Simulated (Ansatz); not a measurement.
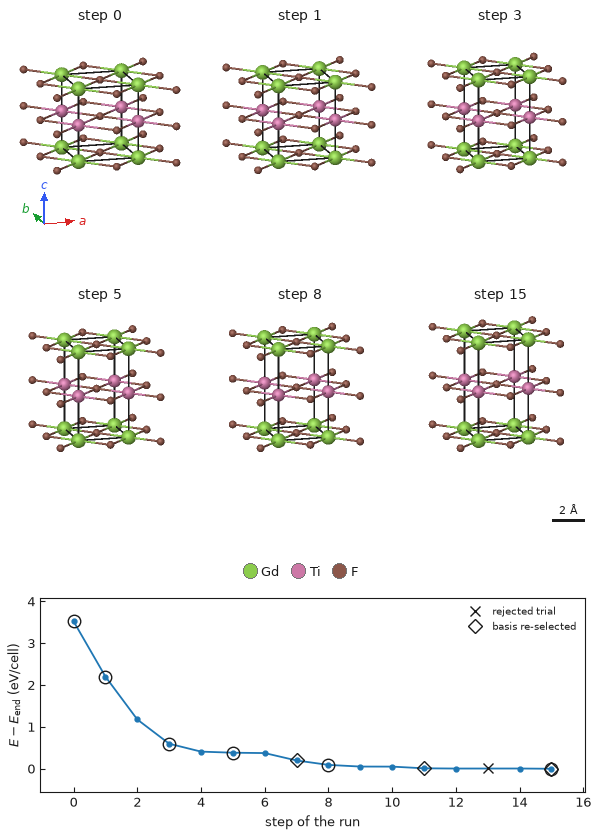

Frames of a relaxation of solid GdTiF₂ (a generated structure, set up in P4/mmm) (coarse preliminary run), marked on the history of the run. A ball-and-stick model of the cell of the calculation, seen slightly off an axis.

The calculation used DFT PBE, scalar-relativistic, plane waves, PAW in Ansatz 0.2.0. Set-up: plane-wave cutoff 420 eV; k-point mesh 4 × 4 × 4; occupations gaussian; smearing width 0.1 eV; collinear spin; cell and atoms relaxed; force threshold 0.04 eV/Å; at most 70 steps.

> What happens along the run?

After 11 accepted moves (15 points after the start) the energy has fallen by 3.523 eV per cell of the calculation. All forces vanish by symmetry, so only the cell relaxes. The pressure goes from −4.59 to 0.05 GPa. The line search rejected the trial step at point 13 of the run. The SCF was repeated 3 times at an unchanged geometry on a basis and grid sized afresh for the cell, which shifted the energy by 0.177 eV per cell of the calculation at most. No atom moves by more than 0.005 Å relative to the cell. The volume changes by −6.3 %, with a = b 3.968 → 3.315 Å (−16.5 %), c 4.792 → 6.435 Å (+34.3 %). Some distances before and after: Gd–Ti 2.396 → 3.218 Å, Gd–Gd 3.968 → 3.315 Å, F–Ti 2.806 → 2.344 Å, F–Gd 2.806 → 2.344 Å. The space group stays P4/mmm (No. 123). The program noted that the starting moments weren't kept. The run may lie on a higher electronic state than the lowest, so the end point isn't shown to be the ground-state structure. Cost: 5.7 min on 1 thread of Intel(R) Xeon(R) Processor @ 2.50GHz (Skylake/Cascade Lake) (shared host), peak memory 0.55 GiB. From step 0 to 1: volume −5.8 %, energy −1.321 eV per cell of the calculation. From step 1 to 3: volume −12.3 %, energy −1.603 eV per cell of the calculation. From step 3 to 5: volume +3.6 %, energy −0.215 eV per cell of the calculation. From step 5 to 8: volume +1.9 %, energy −0.291 eV per cell of the calculation. From step 8 to 15: volume +7.4 %, energy −92.2 meV per cell of the calculation.

Limits of the set-up: the k-point mesh is coarse for a cell with partly filled bands.
